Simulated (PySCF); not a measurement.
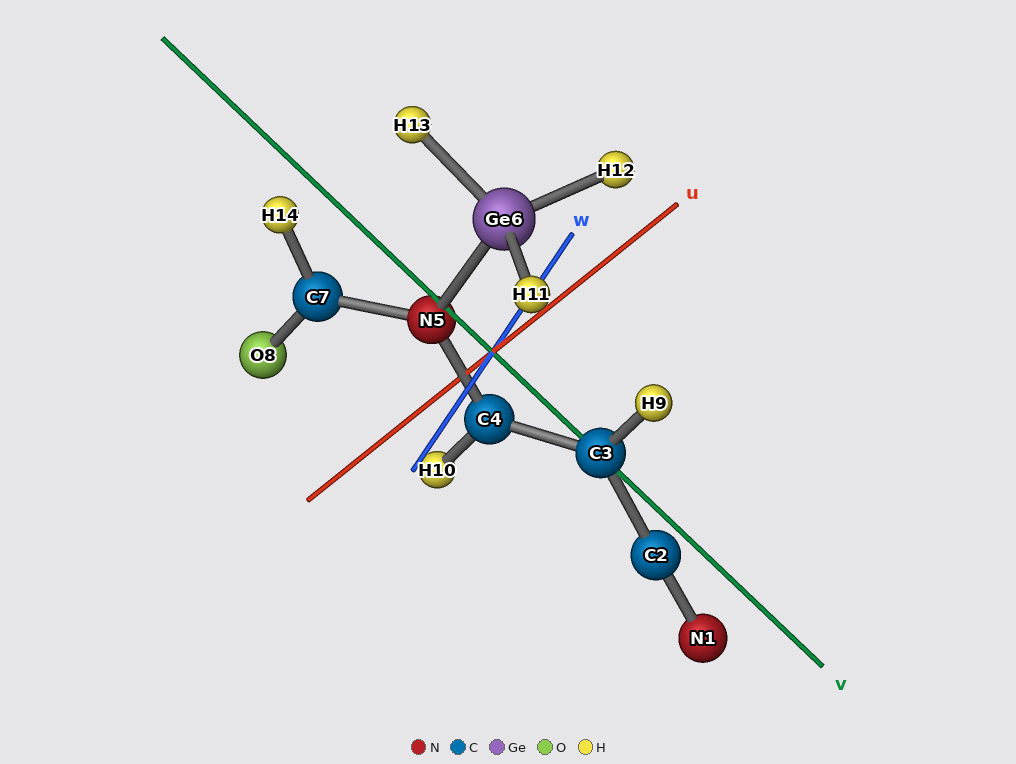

The lines u, v and w are the principal axes of the static dipole polarisability. The geometry was computed by an optimisation with GFN2-xTB. No frequency run is at hand to confirm it as a minimum. Computed with ωB97X-D/def2-SVPD (PySCF 2.14.0).

**Along which axis is the molecule most polarisable, and along which least?**

Most along v (close to the long direction N1···O8), least along w.

**Give the three principal values.**

u 91.9, v 134.5, w 62.0 bohr³; mean 96.1, anisotropy 63.1 bohr³.

The geometry is semi-empirical. Around Ge such bond lengths and angles can be off by a tenth of an ångström or more and by several degrees, and values that hang on the shape move with them.
